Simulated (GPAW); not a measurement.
## Frequency calculation of CaH

The run: frequency calculation of CaH, multiplicity 2, SMILES [CaH]. Method and program: BLYP/dzp, UKS, dispersion D4, scalar-relativistic datasets (GPAW 26.7.0).

The geometry was optimised with BLYP/lcao.

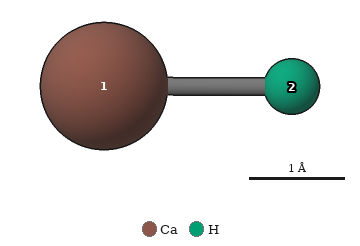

Fig. 1: The structure as given in the input (ball-and-stick view, seen on its broad side; atoms are numbered from 1 in the order of the input). Sticks mark near contacts.

Input file (molecule_vib.py):
```python
from ase.calculators.mixing import SumCalculator
from ase.io import read
from ase.thermochemistry import IdealGasThermo
from ase.vibrations import Vibrations
from dftd4.ase import DFTD4
from gpaw import GPAW, setup_paths
from gpaw.atom.configurations import parameters
from gpaw.atom.generator import Generator

atoms = read("relaxed.xyz")
atoms.set_initial_magnetic_moments([1.0, 0.0])

for symbol in ["Ca", "H"]:
    Generator(symbol, xcname="BLYP", scalarrel=True, nofiles=True, txt=None).run(**parameters[symbol])
setup_paths.insert(0, ".")

calculator = GPAW(mode="lcao",
                  basis="dzp",
                  h=0.18,
                  xc="BLYP",
                  occupations={"name": "fermi-dirac", "width": 0.0, "fixmagmom": True},
                  convergence={"density": 1e-05},
                  maxiter=120,
                  symmetry="off",
                  txt="molecule.txt")
atoms.calc = SumCalculator([DFTD4(method="BLYP"), calculator])

energy = atoms.get_potential_energy()
vib = Vibrations(atoms, delta=0.01)
vib.run()
vib.summary()
freqs = vib.get_frequencies()
zpe = vib.get_zero_point_energy()

thermo = IdealGasThermo(vib_energies=vib.get_energies(), potentialenergy=energy, atoms=atoms, geometry="linear",
                        symmetrynumber=1, spin=0.5, ignore_imag_modes=True)
H = thermo.get_enthalpy(400.0, verbose=False)
S = thermo.get_entropy(400.0, 1000.0, verbose=False)
G = thermo.get_gibbs_energy(temperature=400.0, pressure=1000.0)
```

File relaxed.xyz:
```
2
Lattice="12.24 0.0 0.0 0.0 12.24 0.0 0.0 0.0 14.399999999999999" Properties=species:S:1:pos:R:3:initial_magmoms:R:1:forces:R:3 energy=-2.819705601922571 pbc="F F F"
Ca       6.15001350       6.19276750       6.21469350       1.00000000       0.00091764       0.00048165      -0.02884300
H        6.08998650       6.04723250       8.18530650       0.00000000      -0.00393894       0.00246188       0.03482667
```

Run on 1 thread of Arm Neoverse V2, 24 GiB of memory available, shared host.

Launched with:
```bash
python3 -u molecule_vib.py | tee molecule_vib.out
```

Log:
```
---------------------
  #    meV     cm^-1
---------------------
  0   13.7i    110.6i
  1    4.6i     37.4i
  2    3.8      30.9
  3    6.4      51.8
  4   39.9     321.9
  5  165.1    1331.4
---------------------
Zero-point energy: 0.108 eV
Enthalpy components at T = 400.00 K:
===============================
Enthalpy components at T = 400.00 K:
===============================
E_pot                 -2.820 eV
E_ZPE                  0.083 eV
Cv_trans (0->T)        0.052 eV
Cv_rot (0->T)          0.034 eV
Cv_vib (0->T)          0.001 eV
-------------------------------
U                     -2.650 eV
===============================
(C_v -> C_p)           0.034 eV
-------------------------------
H                     -2.615 eV
===============================

Entropy components at T = 400.00 K and P = 1000.0 Pa:
=================================================
{"":15s}{"S":13s}     {"T*S:13s}
S_trans (1 bar)    0.0016718 eV/K        0.669 eV
S_rot              0.0004437 eV/K        0.177 eV
S_elec             0.0000597 eV/K        0.024 eV
S_vib              0.0000042 eV/K        0.002 eV
S (1 bar -> P)     0.0003968 eV/K        0.159 eV
-------------------------------------------------
S                  0.0025763 eV/K        1.031 eV
=================================================

Free energy components at T = 400.00 K and P = 1000.0 Pa:
=======================
    H         -2.615 eV
 -T*S         -1.031 eV
-----------------------
    G         -3.646 eV
=======================
```

Key numbers:

- outcome: converged
- energy relative to the program's reference atoms: −2.8197 eV
- basis functions: 34
- zero-point energy: 0.003033 hartree
- wavenumbers, lowest and highest: 1331 cm⁻¹
- wall time: 3.4 min
- peak memory: 1.3 GiB

Notes:

Further notes kept with the run: datasets made with stock radii, not tested.
